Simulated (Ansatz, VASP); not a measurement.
# GaP: VASP beside Ansatz, part 2 of 2

One calculation is typed for both programs; each brings its own data sets. How far apart do they land? Of the first pair: The cell is taken from a series of VASP runs on this material, whose earlier steps may have relaxed, scaled or displaced it; both programs get it as it stands. Valence electrons are named where the data sets of a main pair hold unlike numbers.

VASP 6.6.1 and Ansatz 0.2.0.

So far: The structure; VASP: band structure, r2SCAN with rVV10; Ansatz: band structure, r2SCAN with rVV10.

### 4. Side by side

Known differences besides the potentials themselves: VASP keeps PBE cores, Ansatz makes them for the functional; the cutoff is 500 eV in Ansatz and 400 eV in VASP. Total energies have different zeros and are not compared.

The two programs side by side:

```tsv
quantity	Ansatz	VASP	difference
pressure (GPa)	0.34	0.11	+0.23
gap over the path points (eV)	1.777	1.782	-0.006
```

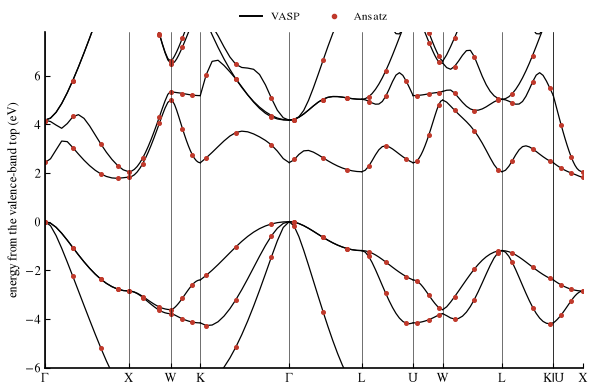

Bands from VASP (lines) and levels from Ansatz (dots). Dots without a line are higher empty bands that the VASP plot leaves out.

Levels at points of the path, from each program's valence-band top (eV; 3 filled, then empty):

```tsv
k (reciprocal lattice)	Ansatz	VASP
0.000 0.000 0.000	0.00 0.00 0.00 2.45 4.16 4.16	0.00 0.00 0.00 2.43 4.17 4.17
0.167 0.000 0.167	-2.25 -1.07 -1.07 3.03 4.32 5.79	-2.25 -1.06 -1.06 3.05 4.31 5.81
0.333 0.000 0.333	-5.19 -2.37 -2.37 1.96 3.19 8.77	-5.19 -2.36 -2.36 1.96 3.20 8.80
0.433 0.000 0.433	-6.63 -2.78 -2.78 1.78 2.31 10.65	-6.63 -2.77 -2.77 1.78 2.31 10.70
0.500 0.000 0.500	-7.03 -2.85 -2.85 1.83 2.04 11.40	-7.02 -2.85 -2.85 1.83 2.05 11.44
0.500 0.083 0.583	-6.97 -3.12 -3.08 2.38 2.61 10.09	-6.97 -3.11 -3.07 2.39 2.62 10.12
0.500 0.183 0.683	-6.84 -3.65 -3.51 4.05 4.30 7.67	-6.84 -3.64 -3.51 4.06 4.32 7.69
0.500 0.250 0.750	-6.80 -3.79 -3.62 4.99 5.34 6.50	-6.80 -3.78 -3.62 5.00 5.35 6.52
0.450 0.300 0.750	-6.79 -4.00 -3.15 3.81 5.26 7.17	-6.79 -3.99 -3.14 3.82 5.27 7.19
0.408 0.342 0.750	-6.80 -4.13 -2.60 2.74 5.19 8.16	-6.80 -4.13 -2.59 2.75 5.20 8.19
```

Among the levels compared at these points, filled levels agree within 7 meV and empty ones within 42 meV.

### 5. Ansatz: single point, r2SCAN with rVV10, volume scaled by 0.94

A single point gives forces, pressure and levels at one fixed geometry, so differences don't come from the geometry; what else differs is listed under the comparison. The cell compared in this pair holds 37.61 Å³, against 40.01 Å³ for the pair before.

The cell is a member of a volume series, scaled by 0.94 from a relaxed one, so a pressure remains.

Input file input.yaml:

```yaml
crystal:
  lattice:
    - [0.0, 2.6592770742, 2.6592770742]
    - [2.6592770742, 0.0, 2.6592770742]
    - [2.6592770742, 2.6592770742, 0.0]
  atoms:
    - { symbol: Ga, position: [0.0, 0.0, 0.0] }
    - { symbol: P, position: [0.25, 0.25, 0.25] }
hamiltonian:
  xc: r2scan
  pseudopotentials: { kind: paw }
  dispersion: rvv10
kpoints:
  mp_grid: { grid: [7, 7, 7] }
scf:
  occupations: { method: gaussian, width: 0.05 }
  n_extra_bands: 4
output:
  forces: true
  stress: true
  eigenvalues: true
```

The run is started by

```sh
> ansatz run input.yaml --threads 2 --pin off --max-ram 4608MiB --backend cpu --events-out ev --progress --plain --runs-dir out
```

Numbers of over 12 decimals in the logs are rounded to 6 here.

What it wrote:

```text
[...]
Crystal: 2 atoms, lattice volume = 37.612 Å³
Basis set: ecut = 500 eV, 941 PW (Γ), exchange–correlation on 128×128×128 points (64 copies of the dense FFT grid, shifted against one another)
Bands: 13, of which v1, the nominal top of the filled ones, is band 9 counted from 1 (8 counted from 0)
Symmetry: 24 space group operations
[...]
--- Band table (eV; the first three rows and the last of 20) ---
  k-point 0: bands = [... 5 lower, -5.7702, 7.8667, 7.8667, 7.8667, 10.8678, 11.9917, 11.9917, 11.9917]
  k-point 1: bands = [... 5 lower, -5.4607, 5.8437, 7.5283, 7.5283, 11.0801, 12.4915, 12.4915, 13.2435]
  k-point 2: bands = [... 5 lower, -4.6123, 3.0228, 6.9661, 6.9661, 10.5170, 12.9946, 12.9946, 15.7454]
  k-point 19: bands = [... 5 lower, -2.3027, 0.8378, 3.4122, 4.6433, 11.7214, 13.7745, 14.8157, 15.5240]
[key lines of the parts left out:]
SCF converged after 7 iterations
Free energy (F): -4548.745148 eV
Fermi energy:    8.695682 eV
P = ⅓ Tr σ = 6.8298 GPa (68.298 kbar)
```

The job ended after 5.3 s (2 threads of Arm Neoverse N1, shared host; peak memory 0.42 GiB).

The run ends at a pressure of 6.83 GPa.

### 6. VASP: single point, r2SCAN with rVV10, volume scaled by 0.94

The same cell, functional, mesh and smearing now go to VASP, with its own data sets.

Input file INCAR:

```
SYSTEM = GaP
PREC = Accurate
ENCUT = 400
EDIFF = 1E-06
NELM = 100
ISMEAR = 0
SIGMA = 0.05
LREAL = .FALSE.
ALGO = Normal
METAGGA = R2SCAN
LUSE_VDW = .TRUE.
IVDW_NL = 2
BPARAM = 11.95
CPARAM = 0.0093
LASPH = .TRUE.
NBANDS = 15
LORBIT = 11
LWAVE = .FALSE.
LCHARG = .FALSE.
KPAR = 2
ISIF = 2
```

Input file POSCAR:

```
GaP
1.0
    0.0000000000      2.6592770742      2.6592770742
    2.6592770742      0.0000000000      2.6592770742
    2.6592770742      2.6592770742      0.0000000000
Ga P
1 1
Direct
    0.0000000000      0.0000000000      0.0000000000
    0.2500000000      0.2500000000      0.2500000000
```

Input file KPOINTS:

```
Automatic mesh
0
Gamma
7 7 7
0 0 0
```

The projector-augmented-wave data sets are Ga_d and P (PBE family, release 64).

The run is started by

```sh
> mpirun -np 2 vasp_std
```

What it wrote:

```text
[banner, memory and clock lines left out]
running    2 mpi-ranks, on    1 nodes
[...]
[... a notice as in an earlier step ...]

 [... a notice as in an earlier step ...]

 LDA part: xc-table for (None), standard interpolation
 POSCAR, INCAR and KPOINTS ok, starting setup
[...]
entering main loop
       N       E                     dE             d eps       ncg     rms          rms(c)
Total rVV10 correction in eV:      0.4763869    20.1367708
Total rVV10 correction in eV:      0.4763869    20.1367708
DAV:   1     0.616657142603E+02    0.61666E+02   -0.81832E+03   600   0.156E+03
DAV:   2    -0.174888416765E+02   -0.79155E+02   -0.75669E+02   670   0.298E+02
DAV:   3    -0.230830903052E+02   -0.55942E+01   -0.55767E+01   768   0.653E+01
DAV:   4    -0.231627421266E+02   -0.79652E-01   -0.79639E-01   692   0.867E+00
DAV:   5    -0.231643035599E+02   -0.15614E-02   -0.15613E-02   804   0.106E+00    0.527E+00
Total rVV10 correction in eV:      0.4833691    20.1367692
Total rVV10 correction in eV:      0.4833691    20.1367692
[...]
Total rVV10 correction in eV:      0.4997251    20.1367692
Total rVV10 correction in eV:      0.4997251    20.1367692
DAV:   9    -0.208935341613E+02    0.96309E-04   -0.24034E-03   677   0.483E-01    0.801E-02
Total rVV10 correction in eV:      0.4996271    20.1367692
Total rVV10 correction in eV:      0.4996271    20.1367692
DAV:  10    -0.208935218136E+02    0.12348E-04   -0.15732E-04   726   0.934E-02    0.324E-02
Total rVV10 correction in eV:      0.4998678    20.1367692
Total rVV10 correction in eV:      0.4998678    20.1367692
DAV:  11    -0.208935196623E+02    0.21513E-05   -0.12171E-05   808   0.361E-02    0.522E-03
Total rVV10 correction in eV:      0.4999175    20.1367692
Total rVV10 correction in eV:      0.4999175    20.1367692
DAV:  12    -0.208935168202E+02    0.28421E-05   -0.16515E-06   595   0.111E-02    0.231E-03
Total rVV10 correction in eV:      0.4999225    20.1367692
Total rVV10 correction in eV:      0.4999225    20.1367692
DAV:  13    -0.208935172994E+02   -0.47920E-06   -0.24683E-07   384   0.797E-03
Total rVV10 correction in eV:      0.4999187    20.1367692
Total rVV10 correction in eV:      0.4999187    20.1367692
Total rVV10 correction in eV:      0.4999215    20.1367692
Total rVV10 correction in eV:      0.4999215    20.1367692
   1 F= -.20893517E+02 E0= -.20893517E+02  d E =-.475531E-12
```

From OUTCAR (step 6):

```text
  Total        1.5346709      1.5346709      1.5346709      0.0000000     -0.0000000     -0.0000000
  in kB       65.3740046     65.3740046     65.3740046      0.0000000     -0.0000000     -0.0000000
  external PRESSURE =      65.3740046 kB  Pullay stress =       0.0000000 kB

 POSITION                                       TOTAL-FORCE (eV/Angst)
 -----------------------------------------------------------------------------------
      0.00000      0.00000      0.00000        -0.000000     -0.000000     -0.000000
      1.32964      1.32964      1.32964         0.000000      0.000000      0.000000
 -----------------------------------------------------------------------------------
    total drift:                                0.000009      0.000009      0.000009

  FREE ENERGIE OF THE ION-ELECTRON SYSTEM (eV)
  ---------------------------------------------------
  free  energy   TOTEN  =       -20.8935172994 eV

  energy  without entropy=      -20.8935172994  energy(sigma->0) =      -20.89351730

[... 3 further parts left out ...]
[key lines of the parts left out:]
E-fermi :   5.4689
```

The gap is read on the k-mesh alone, so it is an upper bound where the band edges lie off the mesh. The scan keeps the cell's shape and the fractional positions fixed.

### 7. Differences

Compared:

```tsv
quantity	Ansatz	VASP	difference
pressure (GPa)	6.83	6.54	+0.29
gap on the k mesh (eV)	1.659	1.664	-0.005
```

A gap on the mesh is an upper bound, since the band edges may lie between its points.

### 8. VASP: single point, r2SCAN with rVV10, volume scaled by 1.04

A single point gives forces, pressure and levels at one fixed geometry, so differences don't come from the geometry; what else differs is listed under the comparison. The cell compared in this pair holds 41.61 Å³, against 37.61 Å³ for the pair before.

INCAR is that of step 6.

Input file POSCAR:

```
GaP
1.0
    0.0000000000      2.7504183156      2.7504183156
    2.7504183156      0.0000000000      2.7504183156
    2.7504183156      2.7504183156      0.0000000000
Ga P
1 1
Direct
    0.0000000000      0.0000000000      0.0000000000
    0.2500000000      0.2500000000      0.2500000000
```

KPOINTS is that of step 6.

The run is started by

```sh
> mpirun -np 2 vasp_std
```

What it wrote:

```text
[... set-up lines as in an earlier step ...]
 entering main loop
       N       E                     dE             d eps       ncg     rms          rms(c)
Total rVV10 correction in eV:      0.4957797    20.1367708
Total rVV10 correction in eV:      0.4957797    20.1367708
DAV:   1     0.610669211106E+02    0.61067E+02   -0.82698E+03   616   0.157E+03
DAV:   2    -0.178011959599E+02   -0.78868E+02   -0.75137E+02   691   0.290E+02
DAV:   3    -0.231356520693E+02   -0.53345E+01   -0.53162E+01   705   0.652E+01
DAV:   4    -0.232170896844E+02   -0.81438E-01   -0.81414E-01   747   0.870E+00
DAV:   5    -0.232189117248E+02   -0.18220E-02   -0.18220E-02   741   0.115E+00    0.468E+00
Total rVV10 correction in eV:      0.5025207    20.1367718
Total rVV10 correction in eV:      0.5025207    20.1367718
DAV:   6    -0.209337976408E+02    0.22851E+01   -0.60298E-01   763   0.152E+01    0.300E+00
Total rVV10 correction in eV:      0.5127569    20.1367718
Total rVV10 correction in eV:      0.5127569    20.1367718
DAV:   7    -0.209256492403E+02    0.81484E-02   -0.20400E-01   726   0.378E+00    0.158E+00
[...]
Total rVV10 correction in eV:      0.5187045    20.1367718
Total rVV10 correction in eV:      0.5187045    20.1367718
DAV:   9    -0.209296678244E+02   -0.16560E-03   -0.18442E-03   740   0.435E-01    0.739E-02
Total rVV10 correction in eV:      0.5186400    20.1367718
Total rVV10 correction in eV:      0.5186400    20.1367718
DAV:  10    -0.209296535050E+02    0.14319E-04   -0.13238E-04   705   0.920E-02    0.396E-02
Total rVV10 correction in eV:      0.5189164    20.1367718
Total rVV10 correction in eV:      0.5189164    20.1367718
DAV:  11    -0.209296457928E+02    0.77122E-05   -0.15565E-05   769   0.404E-02    0.517E-03
Total rVV10 correction in eV:      0.5189582    20.1367718
Total rVV10 correction in eV:      0.5189582    20.1367718
DAV:  12    -0.209296434085E+02    0.23842E-05   -0.13686E-06   562   0.104E-02    0.284E-03
Total rVV10 correction in eV:      0.5189612    20.1367718
Total rVV10 correction in eV:      0.5189612    20.1367718
DAV:  13    -0.209296436826E+02   -0.27405E-06   -0.26314E-07   398   0.696E-03
Total rVV10 correction in eV:      0.5189587    20.1367718
Total rVV10 correction in eV:      0.5189587    20.1367718
Total rVV10 correction in eV:      0.5189621    20.1367718
Total rVV10 correction in eV:      0.5189621    20.1367718
   1 F= -.20929644E+02 E0= -.20929644E+02  d E =-.121567E-12
```

Parts of OUTCAR (step 8):

```text
  Total       -0.8378872     -0.8378872     -0.8378872      0.0000000      0.0000000      0.0000000
  in kB      -32.2604122    -32.2604122    -32.2604122      0.0000000      0.0000000      0.0000000
  external PRESSURE =     -32.2604122 kB  Pullay stress =       0.0000000 kB

 POSITION                                       TOTAL-FORCE (eV/Angst)
 -----------------------------------------------------------------------------------
      0.00000      0.00000      0.00000         0.000000      0.000000      0.000000
      1.37521      1.37521      1.37521        -0.000000     -0.000000     -0.000000
 -----------------------------------------------------------------------------------
    total drift:                               -0.000005     -0.000005     -0.000005

  FREE ENERGIE OF THE ION-ELECTRON SYSTEM (eV)
  ---------------------------------------------------
  free  energy   TOTEN  =       -20.9296436826 eV

  energy  without entropy=      -20.9296436826  energy(sigma->0) =      -20.92964368

[... 1 part as in an earlier step ...]

[... 2 further parts left out ...]
[key lines of the parts left out:]
E-fermi :   4.4079
```

The run ends at a pressure of -3.23 GPa.

### 9. Ansatz: single point, r2SCAN with rVV10, volume scaled by 1.04

The same cell, functional, mesh and smearing now go to Ansatz, which takes its cutoff from its data sets.

The cell is a member of a volume series, scaled by 1.04 from a relaxed one, so a pressure remains.

input.yaml, the sections that differ from step 5:

```yaml
crystal:
  lattice:
    - [0.0, 2.7504183156, 2.7504183156]
    - [2.7504183156, 0.0, 2.7504183156]
    - [2.7504183156, 2.7504183156, 0.0]
  atoms:
    - { symbol: Ga, position: [0.0, 0.0, 0.0] }
    - { symbol: P, position: [0.25, 0.25, 0.25] }
# hamiltonian, kpoints, scf, output: as in step 5
```

The run is started by

```sh
> ansatz run input.yaml --threads 2 --pin off --max-ram 4608MiB --backend cpu --events-out ev --progress --plain --runs-dir out
```

What it wrote:

```text
[...]
Crystal: 2 atoms, lattice volume = 41.613 Å³
Basis set: ecut = 500 eV, 1067 PW (Γ), exchange–correlation on 128×128×128 points (64 copies of the dense FFT grid, shifted against one another)
Bands: 13, of which v1, the nominal top of the filled ones, is band 9 counted from 1 (8 counted from 0)
Symmetry: 24 space group operations
[...]
--- Band table (eV; the first three rows and the last of 20) ---
  k-point 0: bands = [... 5 lower, -6.2780, 6.5480, 6.5480, 6.5480, 8.6500, 10.7129, 10.7129, 10.7129]
  k-point 1: bands = [... 5 lower, -6.0099, 4.5956, 6.2594, 6.2594, 9.2633, 11.1545, 11.1545, 11.5407]
  k-point 2: bands = [... 5 lower, -5.2708, 2.0248, 5.7655, 5.7655, 8.8473, 11.6473, 11.6473, 13.8344]
  k-point 19: bands = [... 5 lower, -3.3234, -0.0148, 2.6488, 3.7373, 10.3570, 12.1719, 13.2570, 13.9776]
[key lines of the parts left out:]
SCF converged after 6 iterations
Free energy (F): -4548.782648 eV
Fermi energy:    7.467366 eV
P = ⅓ Tr σ = -2.9605 GPa (-29.605 kbar)
```

Wall time 4.9 s (2 threads); peak memory 0.43 GiB.

Between step 7 and this run (cell volume +10.6 %) the value for the gap on the k-mesh moves from 1.66 eV to 1.84 eV.

### 10. Comparison

Both answers:

```tsv
quantity	Ansatz	VASP	difference
pressure (GPa)	-2.96	-3.23	+0.27
gap on the k mesh (eV)	1.840	1.846	-0.006
```

A gap on the mesh is an upper bound, since the band edges may lie between its points.

### 11. Summary of results

* largest difference of a filled level at the path points (band structure, r2SCAN with rVV10): 6.8 meV
* difference in gap on the k mesh (single point, r2SCAN with rVV10, volume scaled by 0.94): -0.0046 eV
* difference in gap on the k mesh (single point, r2SCAN with rVV10, volume scaled by 1.04): -0.0063 eV

What this shows: The largest difference of a filled level at the path points is 6.8 meV (band structure, r2SCAN with rVV10), within the 80 meV picked in this series as the mark of a large difference. 6 further runs of this series are not shown here. Such differences can come from data sets, numerical settings and the points named under the comparisons, not from the functional's error against experiment.

[Lines on the potential files, build, host, timing and source positions are cut from VASP's logs without a mark.]

[Logs are printed without paths, hosts, clocks, repeated set-up lines and the standing remarks that a program may print on its own settings, such as how far it seeks lower states.]

[Hosts, paths, dates, database ids (printed as entryN), source tags and the programs' standing remarks are cut or masked in the printed files.]
